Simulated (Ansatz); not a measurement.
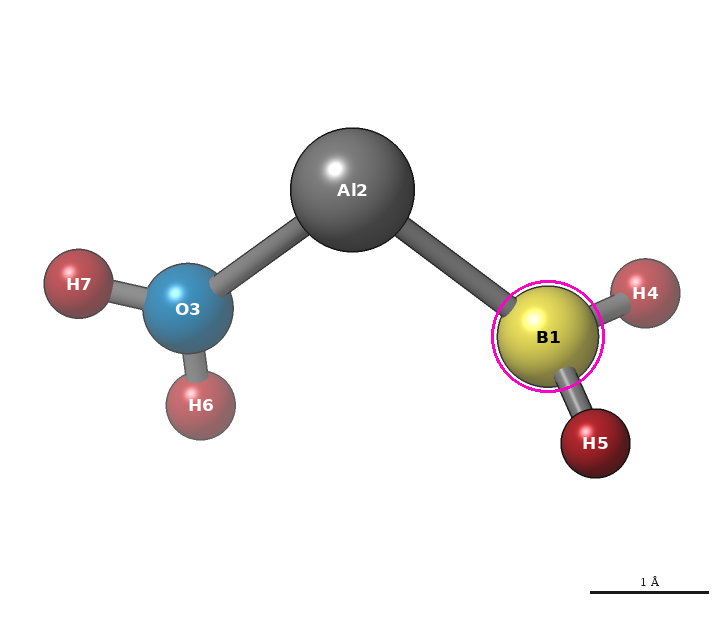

Orthographic view. Distant atoms are faded towards the background colour. Computed geometry: PBE0-D4/def2-TZVP optimisation. No frequency run is at hand to confirm it as a minimum.

Q: Name the neighbours of the circled atom.

A: The circled atom is B1; it is bonded to Al2, H4, H5.

Q: Of B1 and H4, which is nearer the viewer?

A: B1; the bond to H4 points away from the viewer, so it looks shorter than its 1.21 Å.

Q: What is the shortest path along bonds from the circled atom to H6?

A: B1–Al2–O3–H6, 3 bonds; through space the two are 3.20 Å apart.
